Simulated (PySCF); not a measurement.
**C3H6NSSi (doublet): density, localisation and related maps**

```xyz
12

C     1.3926   -1.2066   -0.0603
C     0.8610   -0.0593    0.6464
Si   -0.6196    0.6577   -0.4009
S    -2.1486   -0.8390   -0.6006
C    -1.3960    2.0870    0.4998
N    -1.8365    2.9650    1.0907
H     1.0377   -2.1981    0.1465
H     2.0989   -1.0801   -0.8573
H     1.5904    0.7443    0.7327
H     0.4902   -0.3185    1.6376
H    -0.1610    1.1137   -1.7078
H    -1.3079   -1.8667   -0.6088
```

Geometry: GFN2-xTB.

Computed with UKS B3LYP, pcH-1 on C H N S Si, non-relativistic, mean-field spin-orbit, GIAO (PySCF).

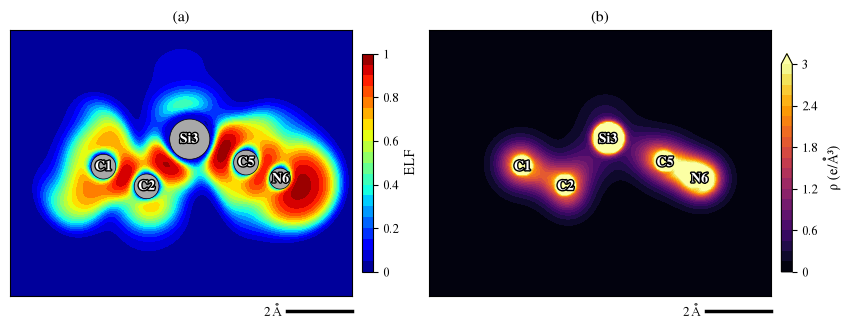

Figure 1. (a) ELF; (b) total electron density on the plane of atoms C2, Si3 and C5. Grey discs cover the atomic cores in the ELF map.

**What does the map show?**

The plane passes through C, Si and N nuclei. C–N (1.15 Å): ρ at the midpoint is about 3.7 e/Å³; the ELF peaks at about 0.85 between the atoms; a multiple bond. C–C (1.45 Å): ρ is about 1.8 e/Å³ halfway; the ELF peaks at about 0.95 between the atoms: localised, covalent bonding. C–Si (1.86 Å): ρ at the midpoint is about 0.93 e/Å³; the ELF peaks at about 1 between the atoms, as expected for localised, covalent bonding. C–Si (1.95 Å): the density is about 0.86 e/Å³ at the midpoint; the ELF peaks at about 0.95 between the atoms, as expected for localised, covalent bonding. The ELF also peaks beside N6, away from the bonds: non-bonding electrons, paired or unpaired.

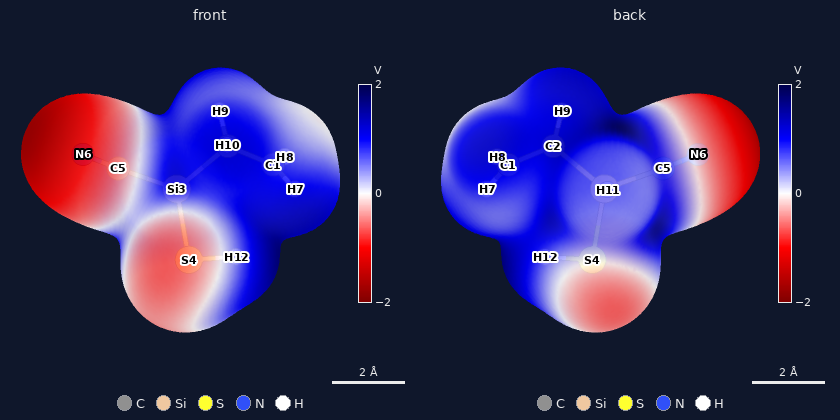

Figure 2. The electrostatic potential painted on the density surface at 0.002 e/bohr³, seen from the front and from behind; the colour scale runs from red (negative) to blue (positive).

**Where is the surface potential most negative and most positive?**

The most negative region (about −1.7 V, or −39 kcal/mol for a unit charge) lies over N6, the most positive (about +1.8 V, or +42 kcal/mol for a unit charge) over Si3. N6 is the likeliest acceptor of a hydrogen bond.
